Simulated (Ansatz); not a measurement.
```xyz
9

B    -0.001    1.119   -0.420
C     0.084   -0.248    0.260
C     0.660   -0.676   -0.868
N    -0.222   -0.952    1.438
H     0.851    2.000   -0.231
H    -1.011    1.501   -1.026
H     0.703    0.150   -1.666
H    -0.019   -0.388    2.261
H     0.337   -1.807    1.483
```

**Where will the first 6 clear peaks of this molecule's radial distribution curve from gas electron diffraction lie, and which pairs make them?**

Peak 1, 1.06 Å: N–H 1.02 Å (×2)
Peak 2, 1.38 Å: B–H 1.24 Å (×2), C–C 1.34 Å, N–C 1.41 Å, C–B 1.53 Å, not resolved
Peak 3, 1.98 Å: C···B 1.96 Å, C···H 2.00–2.06 Å (×3), not resolved; in its flanks B···H 1.73 Å
Peak 4, 2.48 Å: C···H 2.43–2.63 Å (×3), N···C 2.48 Å, not resolved
Peak 5, 2.76 Å: C···H 2.75–2.76 Å (×2), N···B 2.79 Å; in its flanks B···H 3.07 Å
Peak 6, 3.52 Å: N···H 3.42–3.56 Å (×3), B···H 3.51 Å, not resolved; in its flanks C···H 3.21 Å, H···H 3.92–4.36 Å

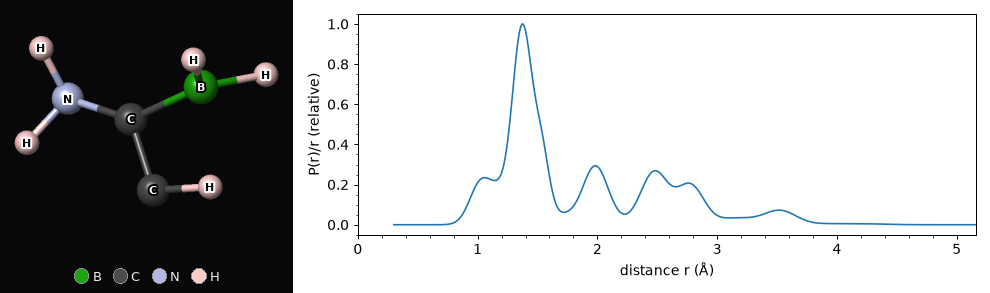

Simulated gas electron diffraction: radial distribution curve of C2H5BN (charge -1, ignored in the scattering factors). Each pair of atoms contributes with weight ZᵢZⱼ/r; damping constant 0.001 Å²; vibrational amplitudes assumed, not computed: 0.05 Å for bonds, 0.078 Å for bonds to H, 0.06 + 0.015 r up to 0.15 Å for other pairs. The geometry is the end point of an optimisation (RKS PBE0/def2-SVP (Ansatz)); it may be a saddle point or a higher isomer.
